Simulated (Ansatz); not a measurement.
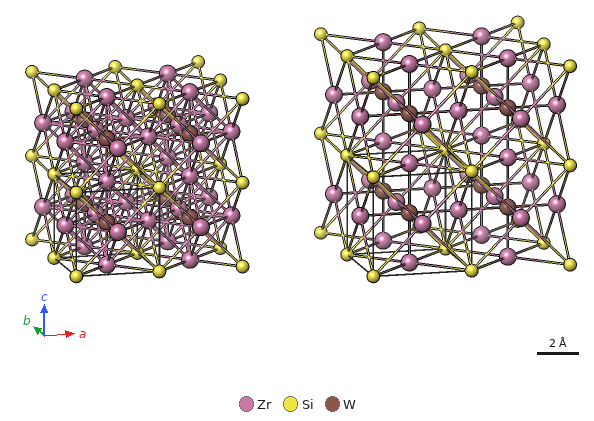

Two geometries of crystalline Zr3SiW (a generated structure, set up in Pm-3m) (coarse preliminary run), drawn at one scale. One is the start of a relaxation, the other its converged end. Style: ball-and-stick. Shown: the cell of the calculation, repeated 2 × 2 × 2 with one cell outlined, slightly off an axis.

Theory: DFT PBE, scalar-relativistic, plane waves, PAW in Ansatz. Set-up: plane-wave cutoff 420 eV; k-point mesh 4 × 4 × 4; occupations gaussian; smearing width 0.1 eV; no spin polarisation; cell and atoms relaxed; force threshold 0.04 eV/Å; at most 70 steps.

Which geometry has the lower energy?

Answer. The right one is the relaxed one. After 6 accepted moves (8 points after the start) the energy has fallen by 2342 meV per atom. All forces vanish by symmetry, so only the cell relaxes. The pressure goes from 123.29 to 0.13 GPa. At 2 points the geometry stayed and the basis and grid were re-selected for the new cell (energy shift of 19.4 meV per atom at most each time). The atoms keep their places relative to the cell (all moves are under 0.005 Å). The drawn cell changes as follows: a = b = c 4.223 → 5.001 Å (+18.4 %); the volume changes by +66.1 %. Some distances before and after: Zr–Zr 2.986 → 3.536 Å, Si–Zr 2.986 → 3.536 Å, W–Zr 2.112 → 2.501 Å. The space group stays Pm-3m (No. 221).

Limits of the set-up: the k-point mesh is coarse for a cell with partly filled bands.
